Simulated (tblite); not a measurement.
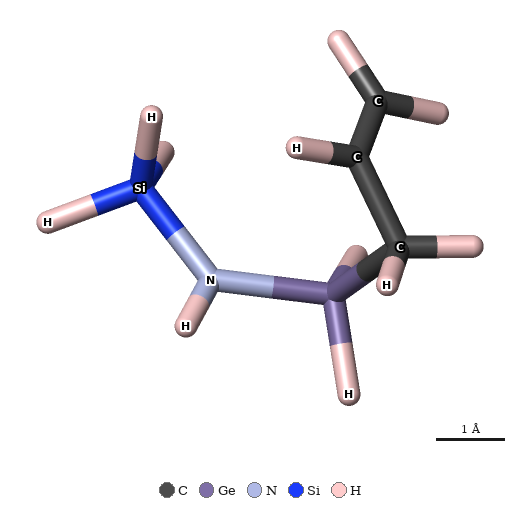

The starting structure (stick view, seen at a tilt). Sticks mark near contacts.

## Saddle-point search, with input and output: C3H11GeNSi

C3H11GeNSi, computed with GFN2-xTB saddle search (eigenvector following) and harmonic vibrations, gas phase (tblite 0.8.0).

The run did not end well.

Log:
```
step      E/eV     max force
  0    -505.53768   0.8941
  1    -505.69066   0.5728
  2    -505.76461   0.3320
  3    -505.78819   0.1863
  4    -505.77746   0.2062
  5    -505.76152   0.3196
  6    -505.76807   0.1880
  7    -505.77614   0.1997
  8    -505.78198   0.2584
  9    -505.80719   0.2375
 10    -505.83557   0.3195
 11    -505.86824   0.1822
 12    -505.88251   0.1642
 13    -505.89397   0.1339
 14    -505.89613   0.1362
 15    -505.89489   0.1536
 16    -505.89337   0.1266
 17    -505.88141   0.1949
 18    -505.86944   0.2005
 19    -505.85167   0.2672
 20    -505.84638   0.4314
 21    -505.85053   0.2435
 22    -505.83669   0.4066
 23    -505.85048   0.1937
 24    -505.84679   0.1762
 25    -505.83527   0.1815
 26    -505.82387   0.1654
 27    -505.80009   0.2283
 28    -505.75968   0.3070
 29    -505.74636   0.3959
 30    -505.74703   0.5785
 31    -505.72436   0.3029
 32    -505.69331   0.2344
 33    -505.66286   0.2239
 34    -505.62991   0.2734
 35    -505.59863   0.2719
 36    -505.62565   0.2647
 37    -505.64147   0.2674
 38    -505.64682   0.2784
 39    -505.64234   0.3039
 40    -505.62409   0.3170
 41    -505.68655   0.3068
 42    -505.74489   0.3371
 43    -505.77823   0.3105
 44    -505.80128   0.3693
 45    -505.82474   0.5457
 46    -505.86119   0.3102
 47    -505.88282   0.1667
 48    -505.89336   0.2156
 49    -505.89223   0.2139
 50    -505.90062   0.2019
 51    -505.90019   0.1673
 52    -505.89358   0.2161
 53    -505.88238   0.2488
 54    -505.87070   0.7545
 55    -505.88321   0.1834
 56    -505.88170   0.1649
 57    -505.86706   0.2082
 58    -505.85120   0.1914
 59    -505.83100   0.5079
 60    -505.85002   0.3473
 61    -505.85172   0.1610
 62    -505.85109   0.1496
 63    -505.84917   0.1447
 64    -505.84404   0.1660
 65    -505.83717   0.1838
 66    -505.83297   0.1410
 67    -505.82363   0.1534
 68    -505.80922   0.1640
 69    -505.79709   0.2042
 70    -505.77822   0.1766
lowest wavenumbers (cm-1): -33.6 47.8 96.4 114.1 156.6 181.5
```

Trajectory as extended XYZ (Å, eV, eV/Å), 12 frames, from step=0 to step=70:
```
17
Properties=species:S:1:pos:R:3:forces:R:3 step=0 energy=-505.53768
C    -1.5217    1.3416    0.1987   -0.2730   0.6050   0.5990
C    -0.6416    1.2295   -0.7712    0.1830   0.0110  -0.2080
C    -0.8159    0.1641   -1.7827    0.1450  -0.2540   0.2270
Ge   -0.3753   -1.3654   -0.5001    0.1570   0.0110  -0.5200
N     1.2160   -1.0784    0.3571   -0.0390  -0.0460  -0.0570
Si    1.6745   -0.1014    1.7182   -0.1070  -0.0650  -0.0850
H    -2.4717    0.8443    0.1041   -0.1190  -0.0030   0.2030
H    -1.3366    1.9468    1.0702   -0.2290   0.1740  -0.0840
H     0.3265    1.7063   -0.7127   -0.0470   0.1070  -0.0970
H    -0.1497    0.2507   -2.6399    0.1920  -0.1190   0.1570
H    -1.8220    0.0811   -2.1826   -0.1530   0.0470   0.2000
H    -1.3608   -1.7098    0.6104    0.1260   0.2070  -0.3920
H    -0.1107   -2.4850   -1.4723    0.1160  -0.6210   0.1140
H     1.9813   -1.2683   -0.2689    0.1580   0.0060  -0.0350
H     1.6159    1.3467    1.4595    0.0070  -0.0280  -0.0070
H     0.7273   -0.4486    2.7729   -0.0090   0.0090   0.0460
H     3.0644   -0.4542    2.0394   -0.1070  -0.0400  -0.0600
17
Properties=species:S:1:pos:R:3:forces:R:3 step=6 energy=-505.76807
C    -1.7237    1.4438    0.1528   -0.0970   0.0720   0.0620
C    -0.7487    1.2425   -0.7164    0.0600   0.0420  -0.0120
C    -0.7806    0.1537   -1.7298    0.0330   0.0150   0.0300
Ge   -0.3334   -1.4268   -0.5851    0.0460  -0.0240   0.0370
N     1.1752   -1.0537    0.3833    0.1010  -0.0820  -0.0430
Si    1.7885   -0.1493    1.7333   -0.0200  -0.0250   0.0200
H    -2.6533    0.8968    0.0780    0.0420   0.0680   0.0360
H    -1.6401    2.1606    0.9518   -0.0660   0.0690  -0.0740
H     0.1856    1.7835   -0.6286   -0.0720   0.0340  -0.0200
H    -0.0509    0.3075   -2.5250   -0.0150   0.0050   0.0490
H    -1.7659    0.0446   -2.1814    0.0190  -0.0340   0.0670
H    -1.5064   -1.7004    0.3255    0.1550   0.0080   0.0520
H     0.0693   -2.6873   -1.3359   -0.0680   0.0010  -0.0200
H     1.9503   -1.2569   -0.2330    0.0890  -0.0750  -0.0230
H     1.9612    1.2944    1.4768   -0.0870  -0.0760  -0.0500
H     0.9444   -0.3197    2.9184   -0.0440  -0.0560  -0.1740
H     3.1285   -0.7333    1.9154   -0.0750   0.0590   0.0640
17
Properties=species:S:1:pos:R:3:forces:R:3 step=12 energy=-505.88251
C    -1.8729    1.5337    0.1257   -0.0180   0.0270  -0.0040
C    -0.8161    1.2799   -0.6285    0.0030   0.0410   0.0320
C    -0.7657    0.1914   -1.6391    0.0110   0.0220   0.0250
Ge   -0.2540   -1.4366   -0.5959   -0.0010  -0.0380   0.0280
N     1.2622   -1.1942    0.3952    0.0210   0.0080   0.0190
Si    1.8552   -0.1655    1.6629    0.0000  -0.0200   0.0160
H    -2.8042    1.0054   -0.0214    0.0480   0.0480   0.0250
H    -1.8547    2.2811    0.9013   -0.0350   0.0130  -0.0610
H     0.1133    1.8120   -0.4635   -0.0640   0.0100  -0.0100
H    -0.0420    0.4007   -2.4280   -0.0150   0.0000   0.0560
H    -1.7418    0.0290   -2.0982    0.0410  -0.0100   0.0450
H    -1.4027   -1.7910    0.3207    0.1150   0.0280   0.0340
H     0.1028   -2.6370   -1.4567   -0.0510   0.0150   0.0000
H     2.0374   -1.5879   -0.1126    0.1250  -0.0900  -0.0570
H     2.1322    1.2174    1.2257   -0.0650  -0.0840  -0.0150
H     0.9169   -0.1376    2.7878   -0.0250  -0.0440  -0.1550
H     3.1339   -0.8008    2.0245   -0.0900   0.0730   0.0220
17
Properties=species:S:1:pos:R:3:forces:R:3 step=19 energy=-505.85167
C    -2.0602    1.6056    0.0014   -0.0970  -0.0040  -0.0720
C    -0.9133    1.2169   -0.5305    0.0640   0.0530   0.0850
C    -0.7868    0.1841   -1.5897    0.0470   0.0200   0.0560
Ge   -0.2372   -1.4400   -0.5601    0.0430   0.0190   0.0070
N     1.3164   -1.1401    0.3602    0.0930  -0.0650  -0.0030
Si    1.9953   -0.1900    1.6485   -0.0630  -0.0170  -0.0480
H    -3.0150    1.2709   -0.3936    0.2300   0.0620   0.1210
H    -2.0890    2.2862    0.8357   -0.0660   0.0490  -0.0620
H     0.0329    1.5638   -0.1143   -0.2250   0.0080  -0.0970
H    -0.0280    0.4480   -2.3282   -0.0020  -0.0010   0.0490
H    -1.7324    0.0157   -2.1052    0.0280  -0.0020   0.0540
H    -1.3555   -1.8057    0.3843    0.0990   0.0100   0.0700
H     0.1244   -2.6408   -1.4127   -0.0490  -0.0070  -0.0280
H     2.0679   -1.5304   -0.1907    0.0580  -0.0410   0.0060
H     2.4651    1.1347    1.1941   -0.0900  -0.0520  -0.0260
H     1.0413   -0.0128    2.7451   -0.0440  -0.0690  -0.1650
H     3.1739   -0.9660    2.0558   -0.0260   0.0350   0.0520
17
Properties=species:S:1:pos:R:3:forces:R:3 step=25 energy=-505.83527
C    -2.0735    1.6360    0.0158   -0.0160   0.0150  -0.0290
C    -0.9332    1.1333   -0.4247   -0.0130   0.0710   0.0430
C    -0.7831    0.1835   -1.5567    0.0290   0.0240   0.0590
Ge   -0.2146   -1.4758   -0.6017    0.0330  -0.0070   0.0140
N     1.3198   -1.1630    0.3480    0.1310  -0.1120  -0.0570
Si    1.9876   -0.1261    1.5715   -0.0140  -0.0370  -0.0310
H    -3.0085    1.4854   -0.5058    0.0850  -0.0350   0.0770
H    -2.1066    2.2344    0.9115   -0.0540   0.0710  -0.0850
H    -0.0144    1.3145    0.1264   -0.0910   0.1130  -0.0670
H    -0.0116    0.5058   -2.2588    0.0040  -0.0010   0.0620
H    -1.7166    0.0493   -2.1036    0.0360  -0.0060   0.0660
H    -1.3350   -1.8800    0.3263    0.0840  -0.0140   0.0690
H     0.1775   -2.6623   -1.4597   -0.0520   0.0150  -0.0470
H     2.0744   -1.6517   -0.1136    0.0030  -0.0340   0.0220
H     2.5270    1.1292    1.0139   -0.0640  -0.0330  -0.0320
H     1.0030    0.1949    2.6026   -0.0880  -0.0710  -0.1070
H     3.1079   -0.9074    2.1085   -0.0120   0.0400   0.0430
17
Properties=species:S:1:pos:R:3:forces:R:3 step=31 energy=-505.72436
C    -1.9898    1.6095    0.0517   -0.0110   0.0290  -0.0340
C    -0.8910    1.0718   -0.4480   -0.0350   0.0980   0.0430
C    -0.7832    0.1437   -1.6023    0.0110   0.0300   0.0550
Ge   -0.2614   -1.5068   -0.5957    0.0610   0.0000   0.0170
N     1.2751   -1.0825    0.3117    0.2120  -0.1820  -0.1170
Si    1.9257   -0.1010    1.5889    0.0000  -0.0540  -0.0240
H    -2.9464    1.5560   -0.4441    0.0150  -0.0900   0.0290
H    -1.9531    2.1509    0.9832   -0.0730   0.1230  -0.1070
H     0.0379    1.1824    0.0994   -0.0290   0.1820  -0.0460
H     0.0211    0.4333   -2.2823   -0.0360   0.0100   0.0510
H    -1.7093    0.0568   -2.1691    0.0210  -0.0180   0.1050
H    -1.3855   -1.8631    0.3453    0.1200  -0.0060   0.0890
H     0.1615   -2.7415   -1.3704   -0.0620   0.0400  -0.0760
H     2.0479   -1.3814   -0.2737   -0.0450  -0.0670   0.0920
H     2.4615    1.1739    1.0736   -0.0440  -0.0230  -0.0270
H     0.9409    0.1894    2.6269   -0.1110  -0.0990  -0.1120
H     3.0483   -0.8914    2.1049    0.0070   0.0280   0.0610
17
Properties=species:S:1:pos:R:3:forces:R:3 step=38 energy=-505.64682
C    -2.0233    1.6805    0.0495   -0.0120   0.0200  -0.0200
C    -0.9210    1.0679   -0.3422   -0.0340   0.0790   0.0270
C    -0.7550    0.1463   -1.4937   -0.0130   0.0290   0.0390
Ge   -0.2794   -1.5804   -0.6082    0.0380  -0.0150   0.0120
N     1.1929   -1.1986    0.4299    0.1600  -0.0410  -0.0320
Si    1.9293   -0.0689    1.5382   -0.0070  -0.0470  -0.0700
H    -2.9410    1.6544   -0.5152   -0.0110  -0.0660  -0.0010
H    -2.0306    2.2549    0.9616   -0.0690   0.0720  -0.0820
H    -0.0340    1.1508    0.2739   -0.0160   0.1290  -0.0310
H     0.1055    0.4377   -2.1017   -0.0500   0.0460  -0.0040
H    -1.6357    0.1007   -2.1312   -0.0220  -0.0140   0.0740
H    -1.4543   -2.1868    0.1444    0.2150   0.1380   0.1090
H     0.2934   -2.6598   -1.5175   -0.1230   0.0570  -0.0220
H     1.9560   -1.4863   -0.1693    0.1320  -0.2270   0.0560
H     2.4533    1.0951    0.7891   -0.0440  -0.0360   0.0730
H     1.0737    0.4169    2.6226   -0.1340  -0.1680  -0.1770
H     3.0701   -0.8244    2.0697   -0.0120   0.0440   0.0470
17
Properties=species:S:1:pos:R:3:forces:R:3 step=44 energy=-505.80128
C    -1.9928    1.6079    0.1639    0.0790  -0.0920  -0.1350
C    -0.8459    1.1274   -0.2920   -0.1370   0.1610   0.0820
C    -0.6315    0.2141   -1.4409   -0.0260   0.0260   0.0060
Ge   -0.2576   -1.5728   -0.6332    0.0040  -0.0340   0.0020
N     1.2158   -1.3626    0.4380   -0.1110   0.1280   0.0590
Si    1.8210   -0.0359    1.3831    0.0060  -0.0390   0.1260
H    -2.9404    1.4464   -0.3294    0.0900  -0.0580   0.0150
H    -2.0113    2.2031    1.0619   -0.0740   0.0600  -0.0680
H     0.0609    1.3481    0.2568   -0.1420   0.1100  -0.0930
H     0.2768    0.4957   -1.9800   -0.0830   0.0470  -0.0500
H    -1.4677    0.2067   -2.1368   -0.0510  -0.0340   0.0620
H    -1.4232   -2.1127    0.1767    0.1310   0.1130   0.0100
H     0.1609   -2.6554   -1.6213   -0.0520   0.0800   0.0370
H     1.9862   -1.8536    0.0246    0.2470  -0.2740  -0.0180
H     2.3107    1.0583    0.5191    0.0520  -0.0120   0.0660
H     0.7789    0.4724    2.2857    0.0910  -0.1690  -0.0830
H     2.9592   -0.5873    2.1239   -0.0250  -0.0120  -0.0160
17
Properties=species:S:1:pos:R:3:forces:R:3 step=50 energy=-505.90062
C    -1.9746    1.5011    0.1456   -0.0550  -0.0080  -0.0440
C    -0.8245    1.1900   -0.4284    0.0070   0.0680   0.0090
C    -0.6723    0.2565   -1.5735    0.0350   0.0330  -0.0530
Ge   -0.2243   -1.4517   -0.6382    0.0250   0.0240  -0.0120
N     1.2865   -1.2812    0.3713    0.1500  -0.1150  -0.0710
Si    1.8683   -0.0922    1.4894    0.0030   0.0030   0.0010
H    -2.9237    1.1819   -0.2648    0.1170   0.0090   0.0600
H    -2.0095    2.0986    1.0404   -0.0560   0.0850  -0.0500
H     0.1083    1.5269    0.0119   -0.1300   0.0660  -0.0810
H     0.1259    0.5694   -2.2532   -0.0890  -0.0490   0.1110
H    -1.6002    0.1542   -2.1436    0.1180   0.0010   0.1190
H    -1.3794   -1.7306    0.2871   -0.0010  -0.0680   0.0590
H     0.0482   -2.6687   -1.4968   -0.0040  -0.0080  -0.0530
H     2.0201   -1.9056    0.0658   -0.0820   0.0510   0.0160
H     2.3887    1.1210    0.8284   -0.0130  -0.0520  -0.0160
H     0.7799    0.2871    2.3892   -0.0080  -0.0510  -0.0340
H     2.9826   -0.7567    2.1695   -0.0170   0.0110   0.0380
17
Properties=species:S:1:pos:R:3:forces:R:3 step=57 energy=-505.86706
C    -2.0579    1.5883    0.0393    0.0160   0.0100  -0.0440
C    -0.9004    1.1341   -0.4099   -0.0450   0.0780   0.0420
C    -0.7176    0.2107   -1.5571    0.0090   0.0040   0.0500
Ge   -0.2307   -1.4664   -0.5819    0.0360  -0.0130   0.0140
N     1.3538   -1.1961    0.2859    0.1600  -0.1230  -0.0510
Si    1.9465   -0.1396    1.5281   -0.0050  -0.0590  -0.0140
H    -2.9832    1.4290   -0.4935    0.0350  -0.0490   0.0430
H    -2.1163    2.1542    0.9532   -0.0420   0.1110  -0.0580
H     0.0069    1.3227    0.1539   -0.0540   0.1350  -0.0490
H     0.1015    0.5235   -2.2062   -0.0060   0.0010   0.0330
H    -1.6227    0.1128   -2.1546    0.0070  -0.0250   0.0590
H    -1.3080   -1.7202    0.4415    0.0610  -0.0480   0.0340
H     0.0142   -2.7255   -1.3899   -0.0100   0.0340  -0.0570
H     2.1166   -1.6299   -0.2187   -0.0750   0.0130   0.0760
H     2.5248    1.1008    0.9773   -0.0370  -0.0280  -0.0280
H     0.8587    0.2000    2.4433   -0.0360  -0.0690  -0.0660
H     3.0138   -0.8985    2.1895   -0.0150   0.0280   0.0160
17
Properties=species:S:1:pos:R:3:forces:R:3 step=63 energy=-505.84917
C    -2.0564    1.6321    0.0076   -0.0090   0.0270  -0.0190
C    -0.9151    1.1175   -0.4137   -0.0170   0.0630   0.0210
C    -0.7408    0.1825   -1.5534    0.0070   0.0100   0.0520
Ge   -0.2341   -1.4838   -0.5696    0.0350  -0.0080   0.0150
N     1.3510   -1.1706    0.2856    0.0870  -0.0910  -0.0280
Si    1.9561   -0.1543    1.5545   -0.0040  -0.0380  -0.0140
H    -2.9773    1.5191   -0.5417   -0.0060  -0.0620   0.0220
H    -2.1022    2.2056    0.9177   -0.0430   0.1080  -0.0620
H    -0.0147    1.2684    0.1706   -0.0130   0.1410  -0.0300
H     0.0770    0.4896   -2.2078   -0.0090   0.0060   0.0330
H    -1.6469    0.0820   -2.1486    0.0020  -0.0220   0.0640
H    -1.3065   -1.7656    0.4510    0.0800  -0.0360   0.0460
H     0.0460   -2.7363   -1.3763   -0.0240   0.0360  -0.0580
H     2.1138   -1.5165   -0.2795    0.0170  -0.0590   0.0280
H     2.5005    1.1150    1.0351   -0.0410  -0.0260  -0.0230
H     0.8942    0.1341    2.5153   -0.0560  -0.0710  -0.0760
H     3.0554   -0.9189    2.1532   -0.0080   0.0240   0.0290
17
Properties=species:S:1:pos:R:3:forces:R:3 step=70 energy=-505.77822
C    -1.9994    1.5835    0.0590    0.0570   0.0000  -0.0550
C    -0.8701    1.1180   -0.4494   -0.0890   0.1040   0.0640
C    -0.7371    0.1874   -1.5981    0.0030   0.0190   0.0660
Ge   -0.2713   -1.4833   -0.6007    0.0470   0.0020   0.0210
N     1.2528   -1.1605    0.3663    0.1210  -0.1080  -0.0690
Si    1.9235   -0.1091    1.5766   -0.0270  -0.0260  -0.0400
H    -2.9528    1.4446   -0.4258    0.0140  -0.0670   0.0210
H    -2.0003    2.1437    0.9791   -0.0480   0.1110  -0.0840
H     0.0602    1.2958    0.0764   -0.0290   0.1530  -0.0300
H     0.0787    0.4733   -2.2637   -0.0130   0.0140   0.0380
H    -1.6539    0.1034   -2.1795    0.0040  -0.0210   0.0790
H    -1.4324   -1.8197    0.3037    0.1150  -0.0100   0.0780
H     0.1205   -2.7110   -1.4027   -0.0540   0.0300  -0.0580
H     2.0191   -1.5577   -0.1605    0.0360  -0.0970   0.0370
H     2.4498    1.1453    1.0028   -0.0500  -0.0250  -0.0240
H     0.9537    0.2199    2.6180   -0.1000  -0.0930  -0.1120
H     3.0592   -0.8737    2.0987    0.0150   0.0140   0.0650
```

This output came from the following input.

Input file:
```
{"job": {"xc": "GFN2-xTB", "basis": "xTB", "kind": "saddle"}, "charge": 0, "multiplicity": 1}
C     -1.521721     1.341620     0.198716
C     -0.641611     1.229529    -0.771229
C     -0.815862     0.164123    -1.782710
Ge    -0.375292    -1.365389    -0.500080
N      1.216038    -1.078374     0.357110
Si     1.674535    -0.101430     1.718156
H     -2.471714     0.844337     0.104118
H     -1.336642     1.946839     1.070193
H      0.326509     1.706267    -0.712684
H     -0.149666     0.250658    -2.639929
H     -1.822006     0.081116    -2.182560
H     -1.360783    -1.709820     0.610428
H     -0.110699    -2.485019    -1.472327
H      1.981297    -1.268347    -0.268937
H      1.615939     1.346685     1.459459
H      0.727259    -0.448611     2.772878
H      3.064419    -0.454184     2.039399
```

The first line tells a small driver script what to run in tblite; the rest is the geometry in Å.

Launched with:
```bash
OMP_NUM_THREADS=1 python <driver script> task.json out
```

Outcome:

- outcome: not converged
- total energy: −505.7782 eV
- point group: C1
- hardware: 1 CPU thread, shared host
- wall time: 23 s
- peak memory: 0.2 GiB

Diagnosis:

The run did not converge. At least one of its steps failed, so the values that rest on that step are not results.
